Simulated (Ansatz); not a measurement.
**HSZn (charge −1): density, localisation and related maps**

The calculation's input:

```
crystal:
  periodic: [false, false, false]
  atoms:
    - { symbol: S, position_ang: [-1.68254, 0.47778, -0.86504] }
    - { symbol: Zn, position_ang: [0.13506, -0.04241, 0.06915] }
    - { symbol: H, position_ang: [1.54748, -0.43537, 0.79589] }
total_charge: -1
basis:
  gaussian: { orbitals: def2-SVP }
hamiltonian:
  xc: pbe
relax:
  f_tol: 0.02
  max_steps: 50
output:
  orbitals: {}
```

Command:

```sh
ansatz run input.yaml --threads 1 --pin off --max-ram 2048MiB --backend cpu --events-out ev --progress --plain --runs-dir out
```

The fields are those of the relaxed geometry.

The highest occupied orbital lies above zero, a sign that basis and functional describe the outermost electron poorly.

Level of theory: RKS PBE/def2-SVP in Ansatz 0.2.0.

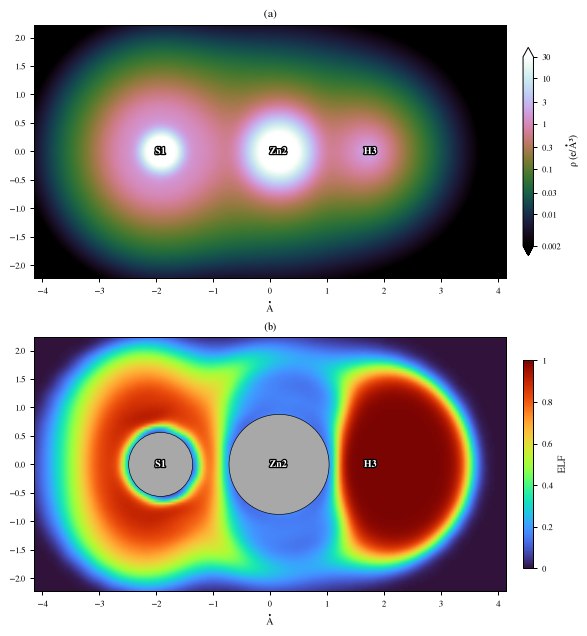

Figure 1. (a) total electron density; (b) electron localisation function on a plane that holds the molecular axis. Grey discs cover the atomic cores in the ELF map.

> Describe what can be read from this map.

- The plane passes through S, Zn and H nuclei.
- Zn–S (2.08 Å): the density is about 0.73 e/Å³ at the midpoint; the ELF peaks at about 0.75 in the valence shell of S, 0.9 Å from its nucleus, and is about 0.50 at the midpoint.
- Zn–H (1.59 Å): ρ is about 0.91 e/Å³ halfway; the ELF climbs to about 1 towards the hydrogen.
- The ELF also peaks beside S1, away from the bonds: lone-pair regions.

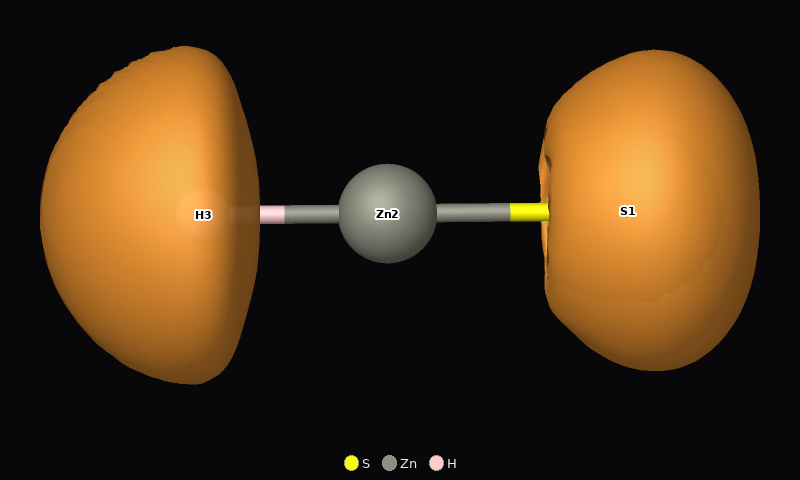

Figure 2. Isosurface of the electron localisation function at 0.8 (orange), seen from one side. Core shells and regions of very low density are left out.

> What do the ELF domains correspond to?

At this value the surface marks out one region around a hydrogen nucleus and one ring or bowl of non-bonding electrons around S.
